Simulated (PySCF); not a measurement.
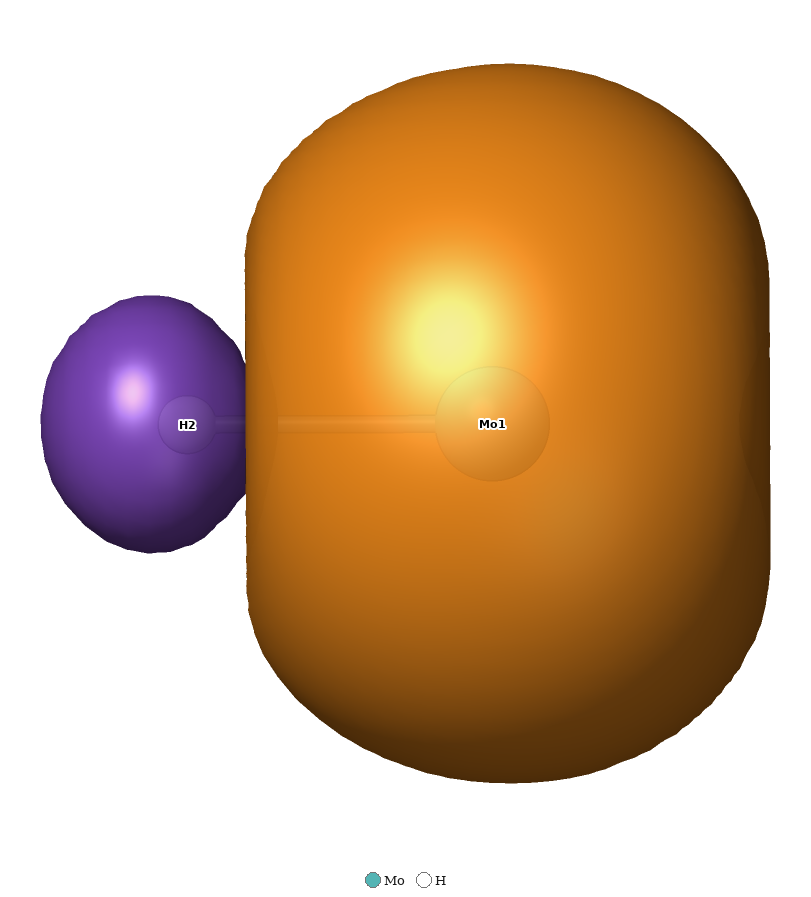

The picture shows: MoH (sextet). Isosurfaces of the spin density at +0.02 (orange) and −0.02 e/Å³ (purple), seen from one side.

Core potentials replace the inner electrons of Mo.

Computed with PBE0/def2-TZVPP, non-relativistic Hamiltonian with scalar-relativistic core potentials where named, at a bond length of 1.716 Å in PySCF.

**Describe the spin distribution.**

The unpaired spin (5 electrons) lies mostly on Mo1 (about 5.0), in electrons by Hirshfeld's partition.
